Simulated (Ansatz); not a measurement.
# Calculations on SnH3OBrCl2

## 1. Relaxation

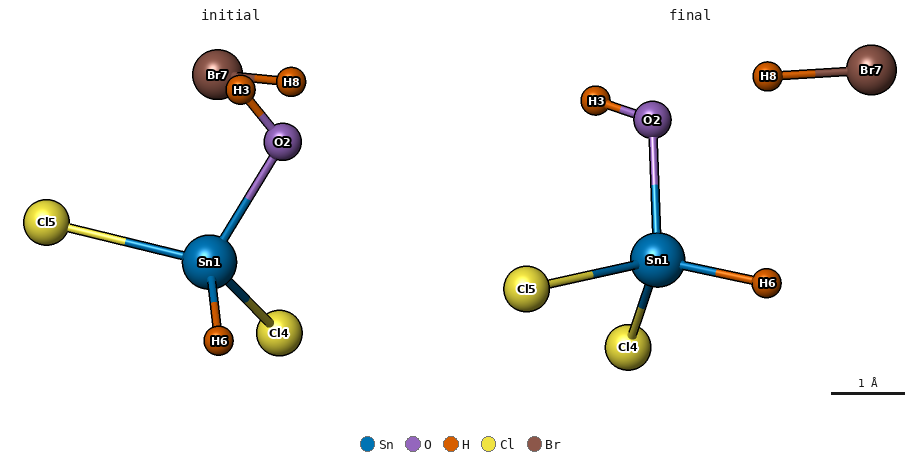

The structure of SnH3OBrCl2 before (left) and after (right) a relaxation, at one scale.

Style: ball-and-stick. Shown from a free direction.

The run prepares an end point of a later path (reaction) calculation, from a guessed geometry.

Computed with RKS PBE0/def2-SVP in Ansatz.

The input:
```yaml
crystal:
  periodic: [false, false, false]
  atoms:
    - { symbol: Sn, position_ang: [-0.152525, -0.244556, -0.053326] }
    - { symbol: O, position_ang: [-0.105253, -0.23849, 1.915787] }
    - { symbol: H, position_ang: [-0.818995, 0.295399, 2.289736] }
    - { symbol: Cl, position_ang: [2.055584, -0.161596, -0.776708] }
    - { symbol: Cl, position_ang: [-1.382142, 1.600169, -0.780482] }
    - { symbol: H, position_ang: [-0.872302, -1.67237, -0.637742] }
    - { symbol: Br, position_ang: [1.560433, 2.705966, 1.612373] }
    - { symbol: H, position_ang: [1.3677, 1.364878, 2.255762] }
basis:
  gaussian: { orbitals: def2-SVP }
hamiltonian:
  xc: pbe0
relax:
  f_tol: 0.03
  max_steps: 50
```

Command:
```bash
ansatz run input.yaml --threads 4 --pin off --max-ram 5120MiB --backend cpu --events-out ev --progress --plain --runs-dir out
```

What changed between the two?

Answer. The energy falls by 6.74 kcal/mol in 34 geometry steps. Largest force component: 1.2 eV/Å at the start, 0.0068 eV/Å at the end. The forces were under the threshold at step 18, but the run went on from there. The atom that moves furthest after the best rigid fit is Br7 (3.04 Å). By element the largest moves are Br 3.04 Å, H 2.27 Å, Cl 1.91 Å, O 1.59 Å, Sn 0.20 Å. Among the contacts that change: Br7–H8 1.500 → 1.456 Å, Sn1–O2 1.970 → 1.986 Å, Sn1–H6 1.702 → 1.691 Å, Sn1–Cl4 2.325 → 2.329 Å. Among the angles between lasting bonds that change: Cl4–Sn1–H6 108.9° → 114.4°, Cl4–Sn1–Cl5 112.0° → 106.8°, Cl5–Sn1–H6 109.5° → 113.2°. Groups turn about Sn1–O2 by about 85°. Cost: 85 s on 4 threads of Arm Neoverse V2, with other jobs on the host, peak memory 0.37 GiB.

Limits of the set-up: the start holds two separate molecules, 2.2 Å apart at their closest, whose relative position is a soft coordinate and is computed without a dispersion correction.

## 2. Relaxation

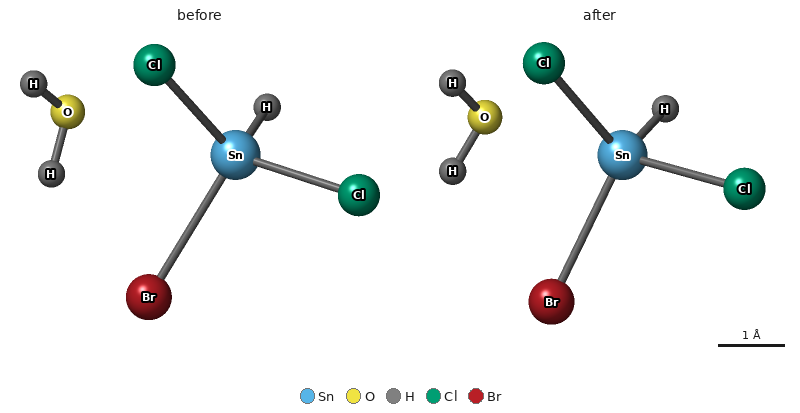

The structure of SnH$_{3}$OBrCl$_{2}$ before (left) and after (right) a relaxation, at one scale.

The picture is a ball-and-stick view, seen at a tilt.

The run prepares an end point of a later path (reaction) calculation, from a guessed geometry.

Method: RKS PBE0/def2-SVP in Ansatz 0.2.0. (no spin polarisation; force threshold 0.03 eV/Å; at most 50 steps)

Describe what moved and what it gained.

The atom that moves furthest after the best rigid fit is the O atom (0.36 Å). By element the largest moves are O 0.36 Å, H 0.34 Å, Sn 0.25 Å, Cl 0.25 Å, Br 0.10 Å. Some distances before and after: O–Sn 3.151 → 2.549 Å, Br–Sn 2.564 → 2.500 Å, Cl–Sn 2.336 → 2.357 Å, H–O 0.983 → 0.968 Å. Among the angles between lasting bonds that change: Cl–Sn–Cl 105.2° → 100.3°, Cl–Sn–H 109.5° → 104.7°, Cl–Sn–Br 107.0° → 111.1°. The energy falls by 0.179 eV in 6 accepted moves (7 points after the start). The largest force component goes from 0.74 to 0.011 eV/Å. The line search rejected the trial step at point 3 of the run. The run took 20 s on 4 threads of Arm Neoverse V2, with other jobs on the host, peak memory 0.37 GiB.

Limits of the set-up: the start holds two separate molecules, 2.8 Å apart at their closest, whose relative position is a soft coordinate and is computed without a dispersion correction.

## 3. Path

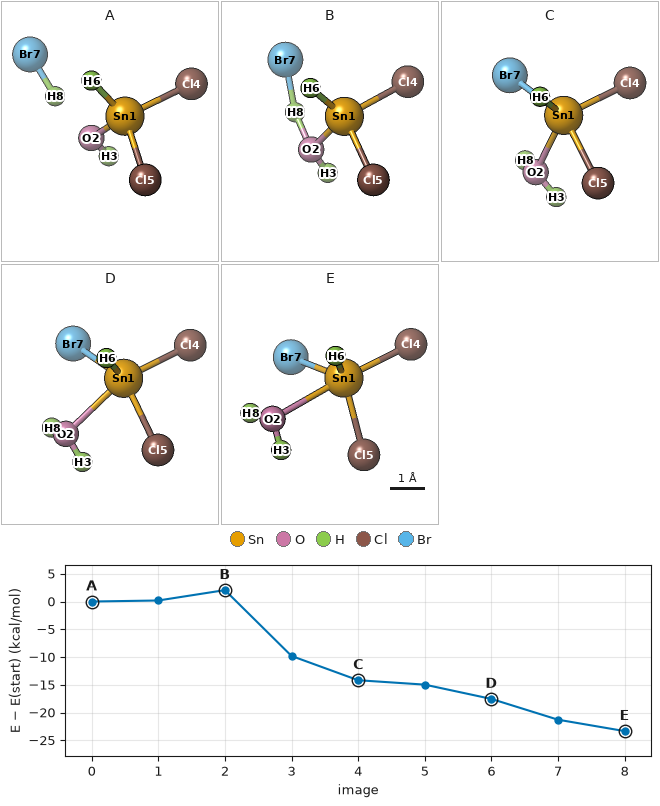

NEB run on SnH3OBrCl2. Images are numbered from 0 (start) to 8 (end). Frames A to E are images 0, 2, 4, 6, 8. Style: ball-and-stick. Shown from a free direction.

Computed with Ansatz, RKS PBE0/def2-SVP. Set-up: 7 movable images; climbing image; force threshold 0.03 eV/Å; iteration limit 60; starting path through a guess of the saddle point.

> Read off the barrier and say what moves.

Breaking: Br7–H8 (1.46 → 1.59 at the top → 2.79 Å). Forming: O2–H8 (1.76 → 1.35 at the top → 0.97 Å), Sn1–Br7 (4.12 → 3.21 at the top → 2.50 Å). The highest point, image 2, lies 2.1 kcal/mol above the start and 25.4 kcal/mol above the end; the end is at −23.3 kcal/mol relative to the start. The band converged in 34 iterations. The largest component of the band force went from 61 to 0.023 eV/Å. The climbing image converged on the top of the path. Its vibrational analysis gives one imaginary mode (357i cm⁻¹), as a transition state must have.

Cost: 9.3 min on 4 threads of Arm Neoverse V2, on a shared host, peak memory 0.41 GiB.
